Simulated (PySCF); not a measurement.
**Excited-state calculation of C₄H₈FNSi₂**

System: C₄H₈FNSi₂, SMILES C[C@@H]1[SiH2][C@H](F)[Si@@H]1C#N.
Method: TDDFT wB97X-D/def2-SVPD, vertical, gas phase, core orbitals frozen in the response (PySCF 2.14.0).

The geometry comes from this level: GFN2-xTB. It belongs to a series of runs on one base structure; here: wB97X-D/def2-SVPD; 6 states; conv 1e-08.

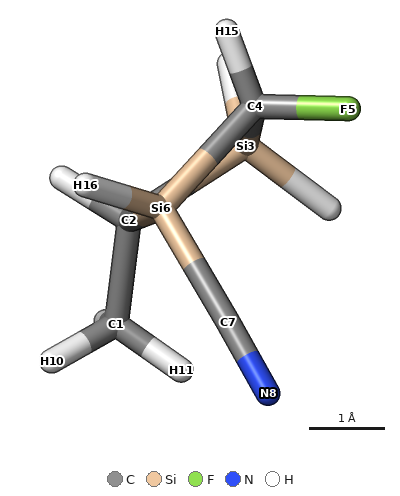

*The structure as given in the input (stick view, seen at an oblique angle; atoms are numbered from 1 in the order of the input).*

Bond lengths as drawn: C–C 1.53 Å, C–F 1.39 Å, C–H 1.09 Å, C–N 1.15 Å, C–Si 1.86 to 1.94 Å and H–Si 1.46 Å.

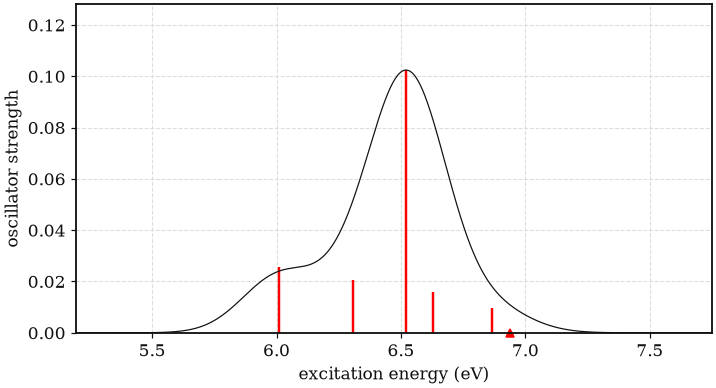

*Computed excitations as sticks (degenerate states added up, dark ones marked on the axis), with a Gaussian envelope of 0.35 eV full width at half maximum, scaled to the tallest.*

Of the 6 states the lowest lies at 6.01 eV (f = 0.026); the strongest line is at 6.52 eV, or 190 nm (f = 0.102).

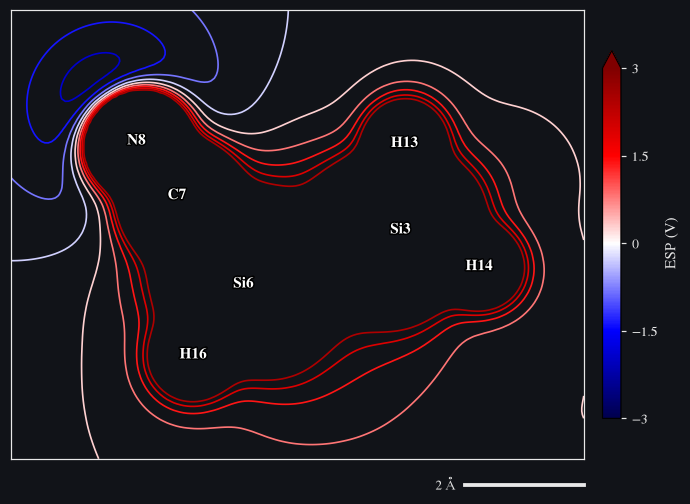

*Molecular electrostatic potential on the plane of atoms C7, Si6 and H16.*

The plane passes through Si, C, N and H nuclei.

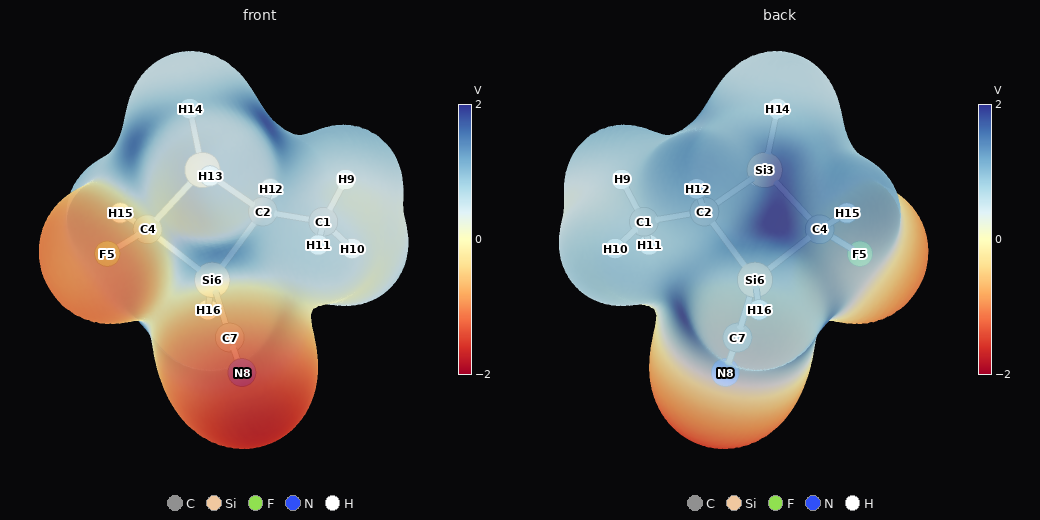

*The molecular electrostatic potential painted on the density surface at 0.002 e/bohr³, seen face on and from behind; the colour scale runs from red (negative) to blue (positive).*

A positive charge is drawn to the negative regions and a negative charge to the positive ones. Its dipole moment is 5.09 D.

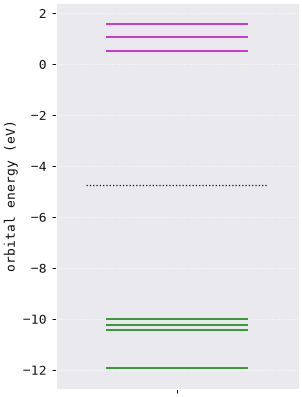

*Orbital energies near the frontier; the dotted line parts filled from empty levels, and levels within 0.02 eV of each other stand side by side.*

Highest filled −9.98 eV, lowest empty 0.51 eV, 10.49 eV apart.

These pictures come from the run below.

**Input**
```
{"job": {"kind": "uv", "xc": "wB97X-D", "basis": "def2-SVPD", "nstates": 6, "ntriplets": 5, "tda": false, "scf": {"conv": 1e-08}}, "charge": 0, "multiplicity": 1}
C      1.823136    -0.753982    -0.474984
C      0.847273     0.398365    -0.260229
Si     0.159301     0.677782     1.526517
C     -1.554711     0.972649     0.659874
F     -2.661023     0.368097     1.242650
Si    -0.918744     0.234116    -1.013362
C     -1.363556    -1.571357    -1.142608
N     -1.605033    -2.687652    -1.226212
H      2.745383    -0.585563     0.078507
H      2.076209    -0.859799    -1.528986
H      1.392208    -1.694050    -0.137680
H      1.323246     1.311657    -0.628351
H      0.147675    -0.533761     2.337523
H      0.690249     1.827428     2.258214
H     -1.821218     2.030595     0.572892
H     -1.287994     0.874418    -2.275175
```

The first line tells a small driver script what to run in PySCF; the rest is the geometry in Å.

Launch command:
```bash
OMP_NUM_THREADS=1 python <driver script> task.json out
```

**Output**
```
final grid: 134256 points
cycle   1  E = -890.1816401751  dE =  8.267e-01  |g| = 6.323e-01  |ddm| = 5.227e+00
cycle   2  E = -890.1268009130  dE =  5.484e-02  |g| = 8.798e-01  |ddm| = 1.570e+00
cycle   3  E = -890.2774932014  dE = -1.507e-01  |g| = 9.615e-02  |ddm| = 8.586e-01
cycle   4  E = -890.2790018576  dE = -1.509e-03  |g| = 6.286e-02  |ddm| = 1.686e-01
cycle   5  E = -890.2798105825  dE = -8.087e-04  |g| = 1.117e-02  |ddm| = 7.596e-02
cycle   6  E = -890.2798383705  dE = -2.779e-05  |g| = 3.678e-03  |ddm| = 2.385e-02
cycle   7  E = -890.2798419417  dE = -3.571e-06  |g| = 8.857e-04  |ddm| = 7.275e-03
cycle   8  E = -890.2798422428  dE = -3.011e-07  |g| = 3.040e-04  |ddm| = 2.349e-03
cycle   9  E = -890.2798422784  dE = -3.561e-08  |g| = 7.249e-05  |ddm| = 8.079e-04
cycle  10  E = -890.2798422809  dE = -2.505e-09  |g| = 2.839e-05  |ddm| = 2.008e-04
converged SCF energy = -890.2798422809

Static polarisability (au): isotropic 99.237, principal 89.767 95.359 112.584

Singlet excitations
state   eV       nm        f      main configurations
  1   6.0079    206.4   0.02580   H->L 0.59, H-1->L 0.18, H->L+1 0.10
  2   6.3082    196.5   0.02059   H-1->L 0.63, H->L+1 0.22
  3   6.5210    190.1   0.10242   H->L+1 0.44, H->L 0.30, H-1->L 0.13
  4   6.6291    187.0   0.01608   H-2->L 0.80, H-2->L+1 0.10
  5   6.8674    180.5   0.00957   H-1->L+1 0.74, H-1->L+2 0.12
  6   6.9363    178.7   0.00066   H-2->L+1 0.47, H->L+2 0.22, H-2->L 0.08

Triplet excitations (Tamm-Dancoff, eV): 5.5385 5.8834 6.0415 6.1377 6.2023
```

**Key numbers**

```csv
quantity,value
outcome,converged
total energy,−890.279842 hartree
HOMO,−9.98 eV
LUMO,0.51 eV
dipole moment,5.09 D
mean polarisability,99.24 a.u.
lowest singlet excitation,6.01 eV
hardware,"1 CPU thread, shared host"
wall time,2.5 min
peak memory,1 GiB
```

**Remarks**

Settings chosen away from the usual ones: wB97X-D/def2-SVPD; 6 states; conv 1e-08.
